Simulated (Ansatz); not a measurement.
# One shape, several levels: quartet C2HCl2Si

Aim: a comparison of 6 runs (UHF/3-21G, U-wB97M-V/cc-pVDZ, UBHLYP/cc-pVDZ, UCAM-B3LYP/cc-pVDZ, UPBE0/cc-pVDZ, UCCSD(T)/cc-pVDZ) of quartet C2HCl2Si. 

The calculation is run with Ansatz 0.2.0.

69 further runs of the same task are left out: 69 set aside as unsound or not needed.

## Step 1: The structure to begin with

C2HCl2Si: 6 atoms, total charge 0, spin state quartet. As SMILES of the parent species, `C#C[Si](Cl)Cl`. The shape is that of a PBE0-D4/def2-TZVP optimisation. That shape belongs to the parent species and isn't relaxed for this state.

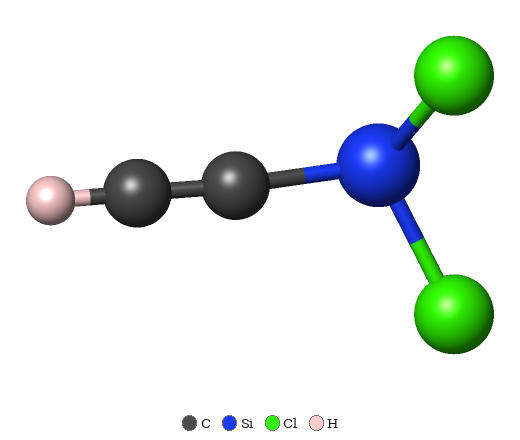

Viewed from a chosen angle; carbon dark grey, silicon blue, chlorine green, hydrogen pink.

## Step 2: The energy at UHF/3-21G (run 1)

The input, run.yaml:

```yaml
crystal:
  periodic: [false, false, false]
  atoms:
    - {symbol: C, position_ang: [1.324500, 0.483500, 1.111500]}
    - {symbol: C, position_ang: [0.521500, 0.095400, 0.297200]}
    - {symbol: Si, position_ang: [-0.504400, -0.583800, -1.021800]}
    - {symbol: Cl, position_ang: [-1.914000, -1.830600, -0.226100]}
    - {symbol: Cl, position_ang: [-1.406000, 0.937000, -2.046300]}
    - {symbol: H, position_ang: [2.020400, 0.834500, 1.839400]}
basis:
  gaussian: {orbitals: 3-21G.json}
magnetization: {spin_polarized: true, initial_magnetization: 3}
hamiltonian: {xc: hf}
accuracy: high
output: {orbitals: {seedname: orbitals}}
```

The basis set 3-21G is read from a file made from the Basis Set Exchange's data (not shown).

Started as:

```console
$ ansatz run run.yaml --threads 1 --pin off --max-ram 3480MiB --events-out events.jsonl --progress --plain --runs-dir runs
```

The log of the run:

```text
Warning: RAYON_NUM_THREADS=1 ignored (pool sized by the plan → 1); use --threads N
Functional definition: HF
  name "HF"
  exchange = exact_x
  correlation = 0
1304 factors; integrals over basis functions are off by at most 6.5e-9 eV
mean field evaluation 1: about -34765.5206 eV, gradient 1.5e1 eV
mean field evaluation 2: about -34765.8854 eV, gradient 1.5e1 eV
mean field evaluation 4: about -34768.3116 eV, gradient 2.3e0 eV
mean field evaluation 8: about -34768.4289 eV, gradient 2.5e-1 eV
mean field evaluation 16: about -34768.4344 eV, gradient 5.0e-7 eV
mean field evaluation 32: about -34768.3358 eV, gradient 2.6e-1 eV
mean field evaluation 64: about -34768.3357 eV, gradient 2.6e-1 eV
mean field evaluation 96: about -34768.0372 eV, gradient 3.3e-1 eV
mean field evaluation 128: about -34762.6204 eV, gradient 1.6e1 eV
mean field evaluation 160: about -34766.8439 eV, gradient 4.5e0 eV
mean field evaluation 192: about -34768.4342 eV, gradient 5.1e-2 eV
mean field evaluation 224: about -34768.4344 eV, gradient 8.8e-8 eV
mean field -34768.43439836 eV, -1277.7163972484 hartree, gradient 2.2e-8 eV, S^2 3.793500; 4 other end points of the search recorded, 0 dependent functions left out
reference -34768.43439836 eV, -1277.7163972484 hartree; 32, 29 occupied and 27, 30 virtual orbitals, 1304 factors
Total energy: -34768.43439836 eV, -1277.7163972484 hartree
```

Wall time 6.6 s (1 thread of Arm Neoverse V2, shared host); peak memory 0.25 GiB.

## Step 3: The energy at U-wB97M-V/cc-pVDZ (run 2)

The input, job.yaml:

```yaml
crystal:
  periodic: [false, false, false]
  atoms:
    - {symbol: C, position_ang: [1.324500, 0.483500, 1.111500]}
    - {symbol: C, position_ang: [0.521500, 0.095400, 0.297200]}
    - {symbol: Si, position_ang: [-0.504400, -0.583800, -1.021800]}
    - {symbol: Cl, position_ang: [-1.914000, -1.830600, -0.226100]}
    - {symbol: Cl, position_ang: [-1.406000, 0.937000, -2.046300]}
    - {symbol: H, position_ang: [2.020400, 0.834500, 1.839400]}
basis:
  gaussian:
    orbitals: cc-pVDZ
magnetization:
  spin_polarized: true
  initial_magnetization: 3
hamiltonian:
  xc: {name: wB97M-V}
accuracy: high
output: {orbitals: {seedname: orbitals}}
```

Started as:

```console
$ ansatz run job.yaml --threads 1 --pin off --max-ram 3480MiB --events-out events.jsonl --progress --plain --runs-dir runs
```

The log of the run (excerpt; [...] marks lines left out):

```text
Warning: RAYON_NUM_THREADS=1 ignored (pool sized by the plan → 1); use --threads N
Functional definition: wB97M-V
  name "wB97M-V"
[...]
  gx(w, u) = 1 - cx + cx01*u + cx10*w
  gss(w, u) = css00 + css04*u^4 + css10*w + css20*w^2 + css43*w^4*u^3
  gos(w, u) = cos00 + cos10*w + (cos20 + cos21*u)*w^2 + (cos60 + cos61*u)*w^6
[...]
      + integral(e_c_pw_mod_opposite_spin*gos(b97_w_opposite, b97_u_opposite)) + vv10(b, c)
1884 factors; integrals over basis functions are off by at most 3.9e-9 eV
382 factors; integrals over basis functions are off by at most 2.0e-9 eV
[...]
mean field -35005.37386418 eV, -1286.4237620140 hartree, gradient 6.5e-8 eV, S^2 3.756539; 4 other end points of the search recorded, 0 dependent functions left out
reference -35005.37386794 eV, -1286.4237621523 hartree; 32, 29 occupied and 55, 58 virtual orbitals, 1884 factors
Total energy: -35005.37386794 eV, -1286.4237621523 hartree
```

Run time: 4.7 min. Hardware: 1 thread of Arm Neoverse V2, shared host; peak memory 1.1 GiB.

Run 3 isn't shown in full; the table further down has it.

## Step 4: A single-point energy at UCAM-B3LYP/cc-pVDZ (run 4)

job.yaml, as its differences from that of step 3:

```diff
@@ -1 +1,3 @@
+basis:
+  gaussian: {orbitals: cc-pVDZ}
 crystal:
@@ -9,10 +11,5 @@
     - {symbol: H, position_ang: [2.020400, 0.834500, 1.839400]}
-basis:
-  gaussian:
-    orbitals: cc-pVDZ
-magnetization:
-  spin_polarized: true
-  initial_magnetization: 3
-hamiltonian:
-  xc: {name: wB97M-V}
+total_charge: 0
+magnetization: {spin_polarized: true, initial_magnetization: 3}
+hamiltonian: {xc: {name: CAM-B3LYP}}
 accuracy: high
```

Started as:

```console
$ ansatz run job.yaml --threads 1 --pin off --max-ram 3480MiB --events-out events.jsonl --progress --plain --runs-dir runs
```

The log of the run (excerpt; [...] marks lines left out):

```text
Warning: RAYON_NUM_THREADS=1 ignored (pool sized by the plan → 1); use --threads N
Functional definition: CAM-B3LYP
  name "CAM-B3LYP"
[...]
1884 factors; integrals over basis functions are off by at most 3.9e-9 eV
422 factors; integrals over basis functions are off by at most 1.7e-9 eV
[...]
mean field -35007.42050638 eV, -1286.4989747275 hartree, gradient 6.8e-8 eV, S^2 3.758685; 4 other end points of the search recorded, 0 dependent functions left out
reference -35007.42052599 eV, -1286.4989754484 hartree; 32, 29 occupied and 55, 58 virtual orbitals, 1884 factors
Total energy: -35007.42052599 eV, -1286.4989754484 hartree
```

Wall time 37 s (1 thread of Arm Neoverse V2, shared host); peak memory 0.56 GiB.

Run 5 isn't shown in full; the table further down has it.

## Step 5: The energy at UCCSD(T)/cc-pVDZ (run 6)

The input, in.yaml:

```yaml
crystal:
  periodic: [false, false, false]
  atoms:
    - symbol: C
      position_ang: [1.324500, 0.483500, 1.111500]
    - symbol: C
      position_ang: [0.521500, 0.095400, 0.297200]
    - symbol: Si
      position_ang: [-0.504400, -0.583800, -1.021800]
    - symbol: Cl
      position_ang: [-1.914000, -1.830600, -0.226100]
    - symbol: Cl
      position_ang: [-1.406000, 0.937000, -2.046300]
    - symbol: H
      position_ang: [2.020400, 0.834500, 1.839400]
basis:
  gaussian: {orbitals: cc-pVDZ}
scf: {omitted_lower_state_checks: [cluster_reference, increment]}
magnetization: {spin_polarized: true, initial_magnetization: 3}
correlation: {method: ccsd_t, frozen_orbitals: {C: 1, Cl: 5, H: 0, Si: 5}}
accuracy: high
```

Started as:

```console
$ ansatz run in.yaml --threads 1 --pin off --max-ram 3480MiB --events-out events.jsonl --progress --plain --runs-dir runs
```

The log of the run:

```text
Warning: RAYON_NUM_THREADS=1 ignored (pool sized by the plan → 1); use --threads N
[... 16 lines left out ...]
17 core orbitals not correlated: weight in the atoms' cores, before any rotation towards them, 1.000 or more for the frozen orbitals, at most 0.000 for the correlated occupied ones
[... 40 lines left out ...]
Total energy: -34958.94926207 eV, -1284.7176893540 hartree
Checks for a lower state left out: cluster_reference, increment
```

Run time: 1.7 min. Hardware: 1 thread of Arm Neoverse V2, shared host; peak memory 0.76 GiB.

## Step 6: The series

| run | level | frozen core orbitals | energy (Eh) | HOMO energy (eV) | LUMO energy (eV) | ⟨S²⟩ | wall time |
| --- | --- | --- | --- | --- | --- | --- | --- |
| 1 | UHF/3-21G | – | -1277.716397 | -7.07 | -0.67 | 3.793 | 6.6 s |
| 2 | U-wB97M-V/cc-pVDZ | – | -1286.423762 | -5.72 | -3.39 | 3.757 | 4.7 min |
| 3 | UBHLYP/cc-pVDZ | – | -1286.479280 | -4.85 | -4.18 | 3.762 | 35 s |
| 4 | UCAM-B3LYP/cc-pVDZ | – | -1286.498975 | -5.06 | -4.34 | 3.759 | 37 s |
| 5 | UPBE0/cc-pVDZ | – | -1286.007011 | -3.95 | – | 3.759 | 36 s |
| 6 | UCCSD(T)/cc-pVDZ | 17 | -1284.717689 | – | – | 3.788 | 1.7 min |

## Step 7: Results

```
                                           quantity           value
                                run 6: total energy  -1284.71769 Eh
run 6: correlation energy (17 core orbitals frozen)      -602.7 mEh
                              run 6: (T) correction      -18.41 mEh
           run 6: ⟨S²⟩ of the reference determinant           3.788
                               run 6: T1 diagnostic           0.017
```

In words: Totals of different functionals can't be ranked against each other. All runs together took 8.4 min, the longest 4.7 min.
